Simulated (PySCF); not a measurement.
# C12H14O: the cost of one run

Programs: PySCF 2.14.0, with routines of our own; each step states its level. All values are computed. Atoms count from 0.

### 1 The starting structure

27 atoms, charge 0, multiplicity 1; geometry from: GFN2-xTB.

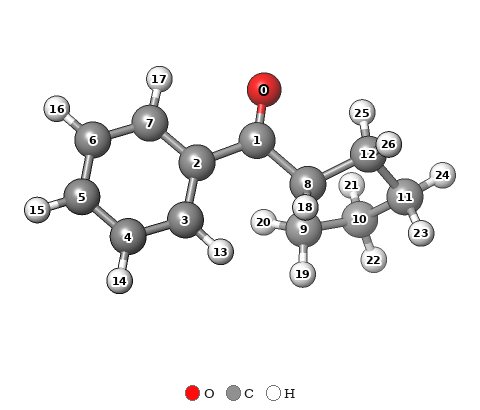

The starting geometry (oxygen red, carbon grey, hydrogen white).

### 2 NMR shifts: GIAO KT3/pcSseg-1

The job: settings as JSON, then the geometry in Å.

```
{"job": {"kind": "nmr", "xc": "KT3", "basis": "pcSseg-1", "pop": false}, "charge": 0, "multiplicity": 1}
O     -0.144540    -2.196166    -0.161857
C      0.104269    -1.038292     0.093704
C      1.439173    -0.458291    -0.220170
C      1.813958     0.851709     0.075574
C      3.081842     1.300927    -0.244810
C      3.991216     0.457237    -0.861865
C      3.628565    -0.844879    -1.165431
C      2.363830    -1.295961    -0.846341
C     -0.925699    -0.108862     0.712302
C     -1.446900     0.886602    -0.358657
C     -2.940129     0.584278    -0.508247
C     -3.341162     0.038503     0.857089
C     -2.165512    -0.864476     1.210309
H      1.126220     1.530564     0.554351
H      3.364101     2.316730    -0.009558
H      4.980714     0.814475    -1.104428
H      4.332002    -1.506254    -1.648731
H      2.060397    -2.307217    -1.072997
H     -0.454912     0.430915     1.537082
H     -1.303841     1.914146    -0.022045
H     -0.918370     0.769238    -1.305435
H     -3.091669    -0.185153    -1.265930
H     -3.507270     1.468487    -0.795501
H     -3.422272     0.853525     1.578806
H     -4.286922    -0.499404     0.832784
H     -2.241097    -1.805505     0.662733
H     -2.107928    -1.091022     2.273944
```

With the program's defaults for keys left out, this is: GIAO KT3/pcSseg-1 NMR shielding, non-relativistic, gas phase.

Started as:

```sh
OMP_NUM_THREADS=1 python large_run.py task.json out
```

One launch serves the whole session: the jobs run in the order shown.

Q: Estimate the wall time and peak memory of this job on 1 thread of Arm Neoverse N1, shared host.

About 42 s, with a peak of 0.53 GiB.
